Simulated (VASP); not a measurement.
Band structure of Nb (bcc). All values below come from revTPSS meta-GGA, VASP's PBE PAW potentials (set 64) (plane waves; VASP 6.6.1).

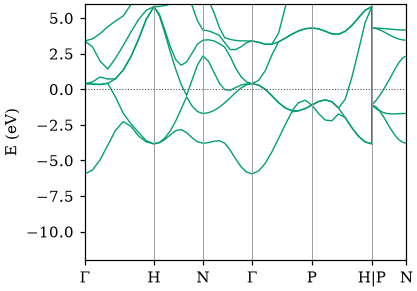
*Bands along high-symmetry lines, zero at the valence-band maximum or, without a gap, the Fermi level*

Task: Read the plot: is there a gap, and where are the band edges?

Result: It has no gap at this level: it comes out as a metal or semimetal.

The compound is Nb in the bcc structure. It was relaxed first.
